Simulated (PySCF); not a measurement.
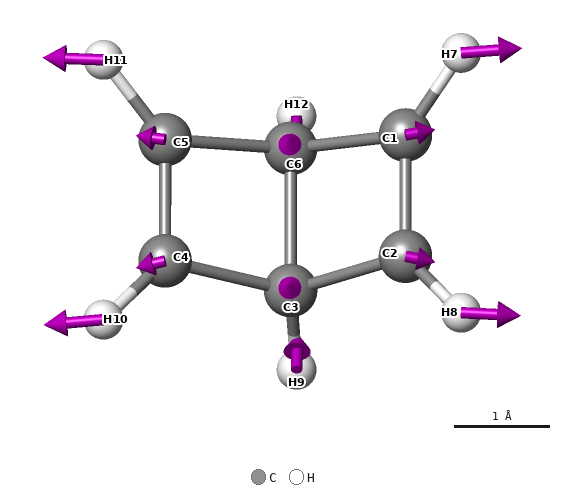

This is a relaxation of C$_{6}$H$_{6}$. The starting structure is drawn; purple arrows show the displacements, 10 times their true length. The two geometries are superimposed by the best rigid fit.

Style: ball-and-stick. Shown at a tilt.

The start comes from GFN2-xTB.

Method: PBE0-D3(BJ)/def2-SVP geometry optimisation, gas phase (PySCF). 

**What happened in the run?**

After 4 geometry steps the energy has fallen by 0.086 eV. The largest force component goes from 0.61 to 0.0042 eV/Å. The largest moves after the best rigid fit, 0.065 Å, are those of H7 and H11. By element the largest moves are H 0.065 Å, C 0.032 Å. Among the contacts that change: C1–H7 1.074 → 1.093 Å, C3–H9 1.084 → 1.101 Å, C1–C2 1.329 → 1.341 Å, C1–C6 1.512 → 1.521 Å. Bond angles that change, for instance: C6–C3–H9 124.2° → 120.8°, C2–C3–C4 114.0° → 117.4°.
